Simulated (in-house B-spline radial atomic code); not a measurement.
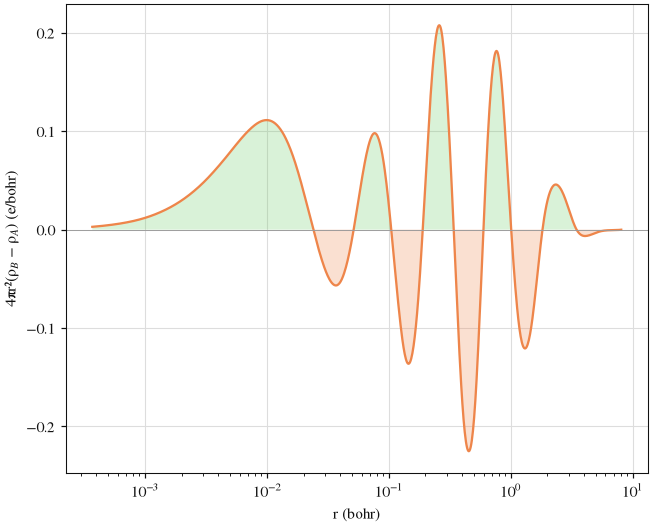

Atomic xenon (Xe) in [Kr] 4d10 5s2 5p6 was computed by two methods: HSE06; LDA (VWN5). Both runs are scalar-relativistic, spin-polarised and spherical. Computed with an in-house B-spline radial code.

The plot shows the radial density of run B less that of run A; on the logarithmic r axis, areas aren't charges.

A is LDA (VWN5) and B is HSE06.

How do the two densities differ?

B holds 0.12 electrons more than A where the difference is positive (most at r = 0.26 bohr) and as many fewer where it is negative (most at r = 0.45 bohr), out of 54 electrons.
